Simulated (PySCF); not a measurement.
B(F)(Cl)2(NH3), H3BCl2FN, singlet, PBE0/def2-SVP optimised geometry. Atoms within 1.6 Å of the plane z = 1.0 Å (x, y, z in Å): B1 (-0.20, -0.77, 0.00), F2 (-0.75, -1.28, 1.14), Cl3 (1.63, -0.77, 0.00), N5 (-0.61, 0.81, 0.00), H7 (-0.21, 1.28, 0.82), H8 (-1.63, 0.91, 0.02).

Level of theory: PBE0/def2-TZVP in PySCF 2.14.0. Cells within 0.4 Å of a nucleus heavier than hydrogen are left out (blank, or x).

Map of the deformation density (molecule minus spherical neutral atoms) (e/bohr³) on the plane z = 1.0 Å:

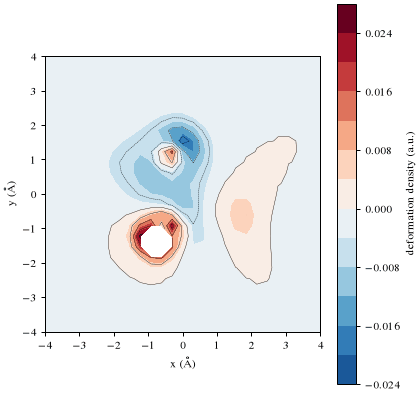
Figure: Deformation density (molecule minus spherical neutral atoms) (e/bohr³) on the plane z = 1.0 Å.
